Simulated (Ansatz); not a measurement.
# How Au(111) screens a field

Where does the screening charge of Au(111) sit?

Main program and level: Ansatz 0.2.0; plane-wave DFT, r2SCAN, Ansatz PAW, in the first sound run; inputs show where later runs differ.

**1. The starting structure**

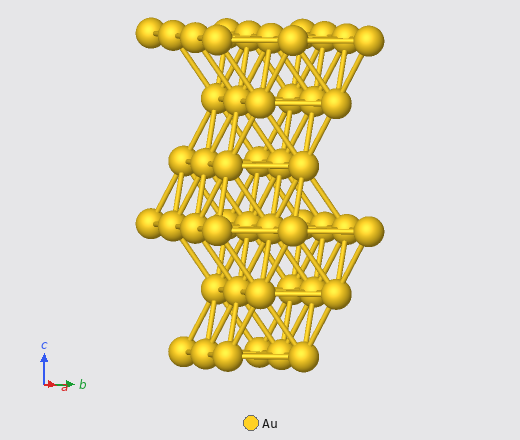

Start, viewed from the side, with the c axis up; gold yellow. 3×2×1 cells are drawn. Some periodic images of atoms are drawn too.

The cell holds 6 atoms: 6 Au. Cell: a = 2.885 Å, b = 2.885 Å, c = 29.778 Å, α = 90.0°, β = 90.0°, γ = 60.0°. Vacuum lies along c.

**2. Atoms held, field 0**

A sawtooth potential applies the field, turning back in the middle of the vacuum. With the dipole correction the typed value is the field outside the slab. The induced dipole is small, so the SCF threshold is tight.

The input, input.yaml:

```yaml
crystal:
  lattice:
    - [2.8849956672, 0.0, 0.0]
    - [1.4424978336, 2.4984795376, 0.0]
    - [0.0, 0.0, 29.7779454915]
  atoms:
    - { symbol: Au, position: [0.3333333333, 0.3333333333, 0.3022371037] }
    - { symbol: Au, position: [0.6666666667, 0.6666666667, 0.3813422622] }
    - { symbol: Au, position: [0.0, 0.0, 0.4604474207] }
    - { symbol: Au, position: [0.3333333333, 0.3333333333, 0.5395525793] }
    - { symbol: Au, position: [0.6666666667, 0.6666666667, 0.6186577378] }
    - { symbol: Au, position: [0.0, 0.0, 0.6977628963] }
kpoints:
  mp_grid: { grid: [24, 24, 1] }
hamiltonian:
  xc: r2scan
scf:
  occupations: { method: fermi_dirac, width: 0.1 }
  convergence: { dr2_threshold: 1.0e-10 }
efield:
  axis: 3
  dipole_correction: true
  ramp_position: 0.97
  ramp_width: 0.06
  amplitude: 0
output:
  forces: true
  write_potential: true
  write_density: true
  volumetric_format: npy
```

The run is started by

```bash
ansatz run input.yaml --threads 8 --pin off --max-ram 12288MiB --backend cpu --events-out ev --progress --plain --runs-dir out
```

Numbers of over 12 decimals in the logs are rounded to 6 here.

Log:

```text
Engine: ansatz 0.2.0, aarch64-unknown-linux-gnu
Pseudopotentials: kind: paw
Pseudopotential: Au, paw, valence charge 19, recommended cutoff 500 eV (meta_gga), Au.paw.azcp
Functional definition: r2SCAN
  parameter k0 = 0.174
  parameter k1 = 0.065
  parameter a1 = 4.9479
  exchange = r2scan_x(k0 = k0, k1 = k1, a1 = a1)
  correlation = r2scan_c
Crystal: 6 atoms, lattice volume = 214.642 Å³
Basis set: ecut = 500 eV, 5389 PW (Γ), exchange–correlation on 96×96×900 points (64 copies of the dense FFT grid, shifted against one another)
Bands: 69, of which v1, the nominal top of the filled ones, is band 57 counted from 1 (56 counted from 0)
Symmetry: 6 space group operations
k-points: 61 of 576 (time reversal used)
Non-local potential: Au, projectors of the file, l = 0: 3, l = 1: 2, l = 2: 2, l = 3: 1
PAW form: soft (Blöchl's): semilocal exchange-correlation on the pseudo side does not see the compensation charge
PAW frozen core: Au, regenerated for the run's functional (the file was generated under x = pbe(κ = 0.804, μ = 0.219515), c = pbe(β = 0.066725))
PAW one-centre angular grid: Au, 590 points (default); XC on 160 Gauss nodes
Initial density: superposition of atomic densities (neutral atoms: chi_scale 0, normalization atom), corrected by the library's trained network
Initial wavefunctions: pseudopotential atomic-orbital guess
Functional: x = r2scan, c = r2scan; τ floored in thin density (d = 2e-4 eV/Å³)
SCF iter   1: F=—  HF=-78980.320125 eV  |F-HF|=—  |Δ(HF+E_count)|=         —  Δρ=1.03e-2  dr2=8.42e-1  dr2_τ=2.25e-2  ethr=1.77e-3  p=0.000 e·Å  D=2.75e-13 V/Å  ΔV_dip=-0.00 eV  dr2_dipole=8.06e-9  V_vac-E_F(+/−)=4.91/4.91 eV  ⟨swp⟩=7.8  Hψ=17761  notcnv=0  defer=107
efield: sawtooth ramp at fractional position 0.9700 (set: `efield.ramp_position`, or a place that a band, a saddle search or an elastic batch's reference lends), width 0.0600; the density the first Hamiltonian is built on has a dipole p = 0.000 e·Å; the dipole correction subtracts the counter field D = 2.75e-13 V/Å, which shifts the + side's vacuum level by -0.00 eV against the − side's; the planar-averaged density in the ramp window peaks in size at 1.7e-5 e/Å³
preconditioner: auto → LDOS  [metal: Δε(μ)=0.012 eV  Ē_g=10.099 eV  σ=0.100 eV  W_gap=0.03  n_scr=22 (ndim 8)  ℏωp=20.6 eV  f_vac=0.493  D(μ)=1.96/eV (n_scr^D=12)  β→1.0]
SCF iter   2: F=—  HF=-78980.341541 eV  |F-HF|=—  |Δ(HF+E_count)|=   2.14e-2  Δρ=1.13e-2  dr2=2.54e-1  dr2_τ=3.31e-2  ethr=7.38e-4  p=0.000 e·Å  D=6.53e-7 V/Å  ΔV_dip=-0.00 eV  dr2_dipole=5.80e-10  V_vac-E_F(+/−)=5.10/5.10 eV  ⟨swp⟩=2.6  Hψ=7556  notcnv=0  defer=212
SCF iter   3: F=—  HF=-78980.265358 eV  |F-HF|=—  |Δ(HF+E_count)|=   7.62e-2  Δρ=7.63e-4  dr2=1.05e-2  dr2_τ=1.15e-3  ethr=2.22e-4  p=-0.000 e·Å  D=-1.51e-6 V/Å  ΔV_dip=0.00 eV  dr2_dipole=1.10e-9  V_vac-E_F(+/−)=5.13/5.13 eV  ⟨swp⟩=2.9  Hψ=8606  notcnv=0  defer=212
SCF iter   4: F=—  HF=-78980.265569 eV  |F-HF|=—  |Δ(HF+E_count)|=   2.11e-4  Δρ=3.20e-4  dr2=6.07e-4  dr2_τ=3.12e-5  ethr=9.19e-6  p=0.000 e·Å  D=5.85e-7 V/Å  ΔV_dip=-0.00 eV  dr2_dipole=1.47e-11  V_vac-E_F(+/−)=5.17/5.17 eV  ⟨swp⟩=2.1  Hψ=5741  notcnv=0  defer=212
SCF iter   5: F=—  HF=-78980.265516 eV  |F-HF|=—  |Δ(HF+E_count)|=   5.29e-5  Δρ=1.59e-4  dr2=5.38e-5  dr2_τ=5.34e-6  ethr=5.32e-7  p=-0.000 e·Å  D=-8.15e-9 V/Å  ΔV_dip=0.00 eV  dr2_dipole=2.15e-12  V_vac-E_F(+/−)=5.17/5.17 eV  ⟨swp⟩=2.2  Hψ=6197  notcnv=0  defer=212
SCF iter   6: F=—  HF=-78980.265529 eV  |F-HF|=—  |Δ(HF+E_count)|=   1.28e-5  Δρ=3.19e-5  dr2=2.27e-6  dr2_τ=3.26e-7  ethr=4.72e-8  p=-0.000 e·Å  D=-7.07e-8 V/Å  ΔV_dip=0.00 eV  dr2_dipole=2.49e-13  V_vac-E_F(+/−)=5.17/5.17 eV  ⟨swp⟩=2.9  Hψ=7565  notcnv=0  defer=212
SCF iter   7: F=—  HF=-78980.265201 eV  |F-HF|=—  |Δ(HF+E_count)|=   3.28e-4  Δρ=1.06e-5  dr2=2.70e-7  dr2_τ=2.73e-8  ethr=1.99e-9  p=-0.000 e·Å  D=-8.60e-9 V/Å  ΔV_dip=0.00 eV  dr2_dipole=3.56e-15  V_vac-E_F(+/−)=5.17/5.17 eV  ⟨swp⟩=2.5  Hψ=7532  notcnv=0  defer=212
SCF iter   8: F=—  HF=-78980.265201 eV  |F-HF|=—  |Δ(HF+E_count)|=   8.52e-8  Δρ=4.27e-6  dr2=2.64e-8  dr2_τ=2.22e-9  ethr=2.37e-10  p=-0.000 e·Å  D=-1.05e-8 V/Å  ΔV_dip=0.00 eV  dr2_dipole=1.82e-13  V_vac-E_F(+/−)=5.17/5.17 eV  ⟨swp⟩=2.2  Hψ=6300  notcnv=0  defer=212
SCF iter   9: F=—  HF=-78980.265201 eV  |F-HF|=—  |Δ(HF+E_count)|=   5.17e-8  Δρ=1.00e-6  dr2=6.37e-9  dr2_τ=2.37e-10  ethr=2.31e-11  p=-0.000 e·Å  D=-8.10e-9 V/Å  ΔV_dip=0.00 eV  dr2_dipole=7.92e-14  V_vac-E_F(+/−)=5.17/5.17 eV  ⟨swp⟩=3.0  Hψ=7544  notcnv=0  defer=212
SCF iter  10: F=—  HF=-78980.265201 eV  |F-HF|=—  |Δ(HF+E_count)|=  6.98e-10  Δρ=2.62e-7  dr2=2.63e-10  dr2_τ=1.11e-11  ethr=5.59e-12  p=-0.000 e·Å  D=-3.51e-10 V/Å  ΔV_dip=0.00 eV  dr2_dipole=2.05e-14  V_vac-E_F(+/−)=5.17/5.17 eV  ⟨swp⟩=2.2  Hψ=5955  notcnv=0  defer=212
iter 11 met the thresholds in force, and the SCF goes on: an eigenvalue changes by 4.90 meV, over its tolerance of 1.01 meV (output.eigenvalues, Limitations)
SCF iter  11: F=-78980.265201 eV  HF=-78980.265201 eV  |F-HF|=2.76e-10  |Δ(HF+E_count)|=  4.37e-10  Δρ=7.70e-8  dr2=1.50e-11  dr2_τ=2.24e-12  ethr=1.00e-12  p=-0.000 e·Å  D=-5.43e-10 V/Å  ΔV_dip=0.00 eV  dr2_dipole=2.48e-17  V_vac-E_F(+/−)=5.17/5.17 eV  ⟨swp⟩=19.0  Hψ=30105  notcnv=0
iter 12 met the thresholds in force, and the SCF goes on: an eigenvalue changes by 3.15 meV, over its tolerance of 1.00 meV (output.eigenvalues, Limitations)
SCF iter  12: F=-78980.265201 eV  HF=-78980.265201 eV  |F-HF|=5.82e-11  |Δ(HF+E_count)|=  2.91e-11  Δρ=3.11e-8  dr2=1.49e-12  dr2_τ=1.42e-13  ethr=1.00e-12  p=-0.000 e·Å  D=-7.39e-10 V/Å  ΔV_dip=0.00 eV  dr2_dipole=2.18e-18  V_vac-E_F(+/−)=5.17/5.17 eV  ⟨swp⟩=7.7  Hψ=21401  notcnv=0
Mixer restart at iter 12: flushing history
SCF iter  13: F=-78980.265201 eV  HF=-78980.265201 eV  |F-HF|=2.47e-10  |Δ(HF+E_count)|=  1.60e-10  Δρ=3.72e-8  dr2=2.07e-11  dr2_τ=3.96e-13  ethr=1.00e-12  p=-0.000 e·Å  D=-2.66e-9 V/Å  ΔV_dip=0.00 eV  dr2_dipole=1.99e-13  V_vac-E_F(+/−)=5.17/5.17 eV  ⟨swp⟩=8.9  Hψ=23130  notcnv=0
SCF 1 converged in 13 iterations: F = -78980.265201 eV  dr2 = 2.07e-11
  greatest PAW one-centre occupation: 1.003 electrons in one spin orbital (limit 2), on the Au atom at site 5 (counted from 0), in its partial waves of l = 0
WARN: The output density's exchange-correlation potential varies sharply where the density is thin. Do not read a vacuum level from v_tot or v_xc, or from such a field of the output density. On a cell that repeats whose density bears no net charge and no dipole along the vacuum's axis use v_es (v_loc + v_h of the components); under efield.dipole_correction with no amplitude use v_es + v_field, which holds any externa [...]
SCF converged after 13 iterations
an eigenvalue changed by more than its tolerance at an iteration that met the thresholds in force, so the SCF went on 2 times, its first undamped step at iteration 12: the last check found none over its tolerance
Free energy (F): -78980.265201 eV
Harris-Foulkes:  -78980.265201 eV  (|F-HF|=2.47e-10)
Internal energy: -78980.205955 eV  (E = F + TS)
E sigma→0 (E₀):  -78980.235578 eV
Entropy (-TS):   -0.059246 eV (-9.874 meV/atom)
Fermi energy:    7.023440 eV
Dipole field:    D = 0.000001 V/Å  (p = 0.000001 e·Å, saw-weighted, corrected)
Work function:   Φ+ = 5.1697 eV   Φ− = 5.1697 eV
Levels:          The Fermi level and band energies are counted from a zero that moves with the ramp; work functions are not
--- Per-component energies (eV) ---
  E_band       = -2874.338278
  E_kinetic    = 3633.455155
  E_local      = -237792.424242  (includes V_loc(G=0)·N_el)
  E_nonlocal   = 455.857929
  E_hartree    = 117397.801632
  E_xc         = -1307.561556
  E_vxc        = -1839.601952  (∫ρ·V_xc dr)
  E_paw        = -58388.135477  (= ΣΔE_a)
  E_vpaw       = -2253.177070  (= ΣTr[D̂ρ^β])
  E_aug_tail   = 0.004165  (compensation charges beyond the density's cutoff)
  E_vtau       = 125.945585  (kinetic-family band-sum trace: ∫τ·v_τ [+ j·A + Jᵃ·Aᵃ] dr)
  E_efield     = 0.000000  (sawtooth field / dipole correction)
  E_vefield    = 0.000000  (∫n·V_field dr)
  E_ewald      = 97021.854381
  E_core_change = -1.057942  (= ΣΔE_core)
  E_smearing   = -0.059246  (= −TS)
  E_closure    = -0.000000  (closes the sum)
  Σ components = -78980.265201   (vs F -78980.265201, Δ=0.00e0)
--- Forces (eV/Å), atoms counted from 1 ---
  atom   1  Au     0.00000000     0.00000000    -0.31112763
  atom   2  Au    -0.00000000    -0.00000000     0.11581219
  atom   3  Au     0.00000000    -0.00000000    -0.01319012
  atom   4  Au    -0.00000000     0.00000000     0.01319014
  atom   5  Au     0.00000000     0.00000000    -0.11581198
  atom   6  Au     0.00000000     0.00000000     0.31112742
  max |Σ_I F_I| component: 2.58e-8 eV/Å
--- Band table (eV; the first three rows and the last of 61) ---
  k-point 0: bands = [... 53 lower, 4.2794, 4.2794, 4.6737, 4.6737, 4.8388, 4.8388, 6.2869, 7.0740, ... 8 higher]
  k-point 1: bands = [... 53 lower, 4.2801, 4.4679, 4.5964, 4.6748, 4.8416, 4.8682, 6.4259, 7.2584, ... 8 higher]
  k-point 2: bands = [... 53 lower, 4.2813, 4.3350, 4.4980, 4.6779, 4.8495, 5.1769, 6.7621, 7.7255, ... 8 higher]
  k-point 60: bands = [... 53 lower, 4.7522, 9.8484, 9.8913, 9.8913, 10.3560, 10.5677, 10.5677, 12.0074, ... 8 higher]
```

Wall time 72 s (8 threads of Arm Neoverse N1, shared host); peak memory 1.8 GiB.

This step gave:

- energy at zero smearing: -78980.2356 eV
- work function, upper face: 5.170 eV
- dipole along the normal: 6.84e-7 e·Å

Running mean over 2.356 Å of the planar mean; the ramp of the sawtooth is left out. Table of electron's electrostatic potential energy less the Fermi level by z:

```csv
z (Å),electron's electrostatic potential energy less the Fermi level (eV)
4,5.17
5,5.17
6,5.11
7,4.15
8,-3.25
9,-8.04
10,-8.44
11,-8.58
12,-8.61
13,-8.61
14,-8.62
15,-8.62
16,-8.62
17,-8.61
18,-8.61
19,-8.55
20,-8.39
21,-7.72
22,-1.23
23,4.64
24,5.14
25,5.17
26,5.17
```

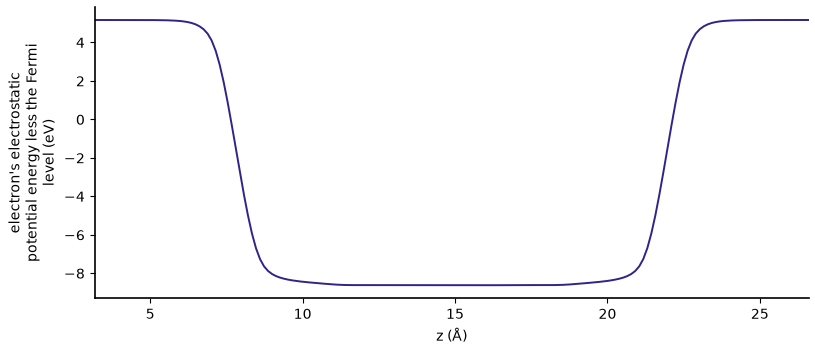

Electron's electrostatic potential energy less the Fermi level against z.

Force by atom:

```csv
atom,x (eV/Å),y (eV/Å),z (eV/Å),size
Au1,0.000,0.000,-0.311,0.311
Au2,0.000,0.000,0.116,0.116
Au3,0.000,0.000,-0.013,0.013
Au4,0.000,0.000,0.013,0.013
Au5,0.000,0.000,-0.116,0.116
Au6,0.000,0.000,0.311,0.311
```

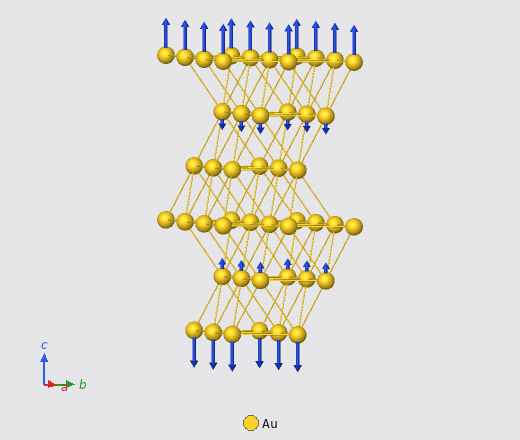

Force as arrows, the longest 0.311 eV/Å. 3×2×1 cells are drawn. Some periodic images of atoms are drawn too.

The work function of the upper face is 5.17 eV.

**3. Atoms held, field 0.05 V/Å**

input.yaml, as its differences from that of step 2:

```diff
@@ -24,3 +24,3 @@
   ramp_width: 0.06
-  amplitude: 0
+  amplitude: 0.05
 output:
```

Log:

```text
[...]
Crystal: 6 atoms, lattice volume = 214.642 Å³
Basis set: ecut = 500 eV, 5389 PW (Γ), exchange–correlation on 96×96×900 points (64 copies of the dense FFT grid, shifted against one another)
Bands: 69, of which v1, the nominal top of the filled ones, is band 57 counted from 1 (56 counted from 0)
Symmetry: 6 space group operations
k-points: 61 of 576 (time reversal used)
[...]
k-point 0: bands = [... 53 lower, 4.2793, 4.2793, 4.6736, 4.6736, 4.8387, 4.8387, 6.2866, 7.0740, ... 8 higher]
  k-point 1: bands = [... 53 lower, 4.2800, 4.4678, 4.5963, 4.6747, 4.8415, 4.8681, 6.4257, 7.2584, ... 8 higher]
  k-point 2: bands = [... 53 lower, 4.2812, 4.3348, 4.4979, 4.6778, 4.8494, 5.1768, 6.7619, 7.7254, ... 8 higher]
  k-point 60: bands = [... 53 lower, 4.7521, 9.8483, 9.8911, 9.8914, 10.3559, 10.5661, 10.5691, 12.0071, ... 8 higher]
[key lines of the parts left out:]
SCF converged after 13 iterations
Free energy (F): -78980.265939 eV
Fermi energy:    7.023336 eV
Dipole field:    D = 0.024885 V/Å  (p = 0.029518 e·Å, saw-weighted, corrected)
```

Wall time 72 s (8 threads); peak memory 1.8 GiB; 9.5 min of CPU time.

The dipole is 0.0295 e·Å.

**4. Atoms held, field -0.05 V/Å**

input.yaml, as its differences from that of step 3:

```diff
@@ -24,3 +24,3 @@
   ramp_width: 0.06
-  amplitude: 0.05
+  amplitude: -0.05
 output:
```

Log:

```text
[...]
Crystal: 6 atoms, lattice volume = 214.642 Å³
Basis set: ecut = 500 eV, 5389 PW (Γ), exchange–correlation on 96×96×900 points (64 copies of the dense FFT grid, shifted against one another)
Bands: 69, of which v1, the nominal top of the filled ones, is band 57 counted from 1 (56 counted from 0)
Symmetry: 6 space group operations
k-points: 61 of 576 (time reversal used)
[...]
k-point 0: bands = [... 53 lower, 4.2793, 4.2793, 4.6736, 4.6736, 4.8387, 4.8387, 6.2866, 7.0740, ... 8 higher]
  k-point 1: bands = [... 53 lower, 4.2800, 4.4678, 4.5963, 4.6747, 4.8415, 4.8681, 6.4257, 7.2584, ... 8 higher]
  k-point 2: bands = [... 53 lower, 4.2812, 4.3348, 4.4979, 4.6778, 4.8494, 5.1768, 6.7619, 7.7254, ... 8 higher]
  k-point 60: bands = [... 53 lower, 4.7521, 9.8483, 9.8911, 9.8914, 10.3559, 10.5661, 10.5691, 12.0071, ... 8 higher]
[key lines of the parts left out:]
SCF converged after 13 iterations
Free energy (F): -78980.265939 eV
Fermi energy:    7.023336 eV
Dipole field:    D = -0.024885 V/Å  (p = -0.029519 e·Å, saw-weighted, corrected)
```

Elapsed: 72 s, on 8 threads; peak memory 1.8 GiB.

The dipole is -0.0295 e·Å.

**5. Atoms held, field 0.1 V/Å**

input.yaml, as its differences from that of step 4:

```diff
@@ -24,3 +24,3 @@
   ramp_width: 0.06
-  amplitude: -0.05
+  amplitude: 0.1
 output:
```

Log:

```text
[...]
Crystal: 6 atoms, lattice volume = 214.642 Å³
Basis set: ecut = 500 eV, 5389 PW (Γ), exchange–correlation on 96×96×900 points (64 copies of the dense FFT grid, shifted against one another)
Bands: 69, of which v1, the nominal top of the filled ones, is band 57 counted from 1 (56 counted from 0)
Symmetry: 6 space group operations
k-points: 61 of 576 (time reversal used)
[...]
k-point 0: bands = [... 53 lower, 4.2790, 4.2790, 4.6733, 4.6733, 4.8384, 4.8384, 6.2860, 7.0740, ... 8 higher]
  k-point 1: bands = [... 53 lower, 4.2797, 4.4675, 4.5960, 4.6744, 4.8412, 4.8678, 6.4251, 7.2583, ... 8 higher]
  k-point 2: bands = [... 53 lower, 4.2809, 4.3345, 4.4976, 4.6775, 4.8491, 5.1765, 6.7614, 7.7252, ... 8 higher]
  k-point 60: bands = [... 53 lower, 4.7518, 9.8480, 9.8906, 9.8913, 10.3556, 10.5643, 10.5704, 12.0066, ... 8 higher]
[key lines of the parts left out:]
SCF converged after 18 iterations
Free energy (F): -78980.268152 eV
Fermi energy:    7.023025 eV
Dipole field:    D = 0.049758 V/Å  (p = 0.059022 e·Å, saw-weighted, corrected)
```

Wall time 2.5 min (8 threads); peak memory 3 GiB.

The dipole is 0.0590 e·Å.

**6. Atoms held, field -0.1 V/Å**

input.yaml, as its differences from that of step 5:

```diff
@@ -24,3 +24,3 @@
   ramp_width: 0.06
-  amplitude: 0.1
+  amplitude: -0.1
 output:
```

Log:

```text
[...]
Crystal: 6 atoms, lattice volume = 214.642 Å³
Basis set: ecut = 500 eV, 5389 PW (Γ), exchange–correlation on 96×96×900 points (64 copies of the dense FFT grid, shifted against one another)
Bands: 69, of which v1, the nominal top of the filled ones, is band 57 counted from 1 (56 counted from 0)
Symmetry: 6 space group operations
k-points: 61 of 576 (time reversal used)
[...]
k-point 0: bands = [... 53 lower, 4.2790, 4.2790, 4.6733, 4.6733, 4.8384, 4.8384, 6.2860, 7.0740, ... 8 higher]
  k-point 1: bands = [... 53 lower, 4.2797, 4.4675, 4.5960, 4.6744, 4.8412, 4.8678, 6.4251, 7.2583, ... 8 higher]
  k-point 2: bands = [... 53 lower, 4.2809, 4.3345, 4.4976, 4.6775, 4.8491, 5.1765, 6.7614, 7.7252, ... 8 higher]
  k-point 60: bands = [... 53 lower, 4.7518, 9.8480, 9.8906, 9.8913, 10.3556, 10.5643, 10.5704, 12.0066, ... 8 higher]
[key lines of the parts left out:]
SCF converged after 16 iterations
Free energy (F): -78980.268152 eV
Fermi energy:    7.023025 eV
Dipole field:    D = -0.049756 V/Å  (p = -0.059020 e·Å, saw-weighted, corrected)
```

Run time: 79 s. Hardware: 8 threads; peak memory 1.8 GiB; 10 min of CPU time.

The dipole is -0.0590 e·Å.

**7. Single point, field 0.2 V/Å**

input.yaml, as its differences from that of step 6:

```diff
@@ -24,3 +24,3 @@
   ramp_width: 0.06
-  amplitude: -0.1
+  amplitude: 0.2
 output:
```

Log:

```text
[...]
Crystal: 6 atoms, lattice volume = 214.642 Å³
Basis set: ecut = 500 eV, 5389 PW (Γ), exchange–correlation on 96×96×900 points (64 copies of the dense FFT grid, shifted against one another)
Bands: 69, of which v1, the nominal top of the filled ones, is band 57 counted from 1 (56 counted from 0)
Symmetry: 6 space group operations
k-points: 61 of 576 (time reversal used)
[...]
k-point 0: bands = [... 53 lower, 4.2778, 4.2778, 4.6721, 4.6721, 4.8373, 4.8373, 6.2834, 7.0739, ... 8 higher]
  k-point 1: bands = [... 53 lower, 4.2785, 4.4663, 4.5947, 4.6732, 4.8400, 4.8666, 6.4228, 7.2579, ... 8 higher]
  k-point 2: bands = [... 53 lower, 4.2797, 4.3331, 4.4966, 4.6763, 4.8480, 5.1753, 6.7595, 7.7244, ... 8 higher]
  k-point 60: bands = [... 53 lower, 4.7506, 9.8468, 9.8891, 9.8903, 10.3544, 10.5600, 10.5722, 12.0049, ... 8 higher]
[key lines of the parts left out:]
SCF converged after 16 iterations
Free energy (F): -78980.277006 eV
Fermi energy:    7.021778 eV
Dipole field:    D = 0.099523 V/Å  (p = 0.118053 e·Å, saw-weighted, corrected)
```

Elapsed: 81 s, on 8 threads; peak memory 1.8 GiB; 11 min of CPU time.

The dipole is 0.118 e·Å.

**8. Single point, field -0.2 V/Å**

input.yaml, as its differences from that of step 7:

```diff
@@ -24,3 +24,3 @@
   ramp_width: 0.06
-  amplitude: 0.2
+  amplitude: -0.2
 output:
```

Log:

```text
[...]
Crystal: 6 atoms, lattice volume = 214.642 Å³
Basis set: ecut = 500 eV, 5389 PW (Γ), exchange–correlation on 96×96×900 points (64 copies of the dense FFT grid, shifted against one another)
Bands: 69, of which v1, the nominal top of the filled ones, is band 57 counted from 1 (56 counted from 0)
Symmetry: 6 space group operations
k-points: 61 of 576 (time reversal used)
[...]
k-point 0: bands = [... 53 lower, 4.2778, 4.2778, 4.6721, 4.6721, 4.8373, 4.8373, 6.2834, 7.0739, ... 8 higher]
  k-point 1: bands = [... 53 lower, 4.2785, 4.4663, 4.5947, 4.6732, 4.8400, 4.8666, 6.4228, 7.2579, ... 8 higher]
  k-point 2: bands = [... 53 lower, 4.2797, 4.3331, 4.4966, 4.6763, 4.8480, 5.1753, 6.7595, 7.7244, ... 8 higher]
  k-point 60: bands = [... 53 lower, 4.7506, 9.8468, 9.8891, 9.8903, 10.3544, 10.5600, 10.5722, 12.0049, ... 8 higher]
[key lines of the parts left out:]
SCF converged after 16 iterations
Free energy (F): -78980.277006 eV
Fermi energy:    7.021778 eV
Dipole field:    D = -0.099524 V/Å  (p = -0.118054 e·Å, saw-weighted, corrected)
```

Run time: 81 s. Hardware: 8 threads; peak memory 1.8 GiB; 11 min of CPU time.

The dipole is -0.118 e·Å.

[end of part 1 of 2]

[Logs are printed without paths, hosts, clocks, repeated set-up lines and the standing remarks that a program may print on its own settings, such as how far it seeks lower states.]

[Hosts, paths, dates, database ids (printed as entryN), source tags and the programs' standing remarks are cut or masked in the printed files.]

[Maps of the electrostatic potential energy from Ansatz leave out the sawtooth potential of an applied field or a dipole correction, so their vacuum need not be flat; planar profiles and work functions include it.]
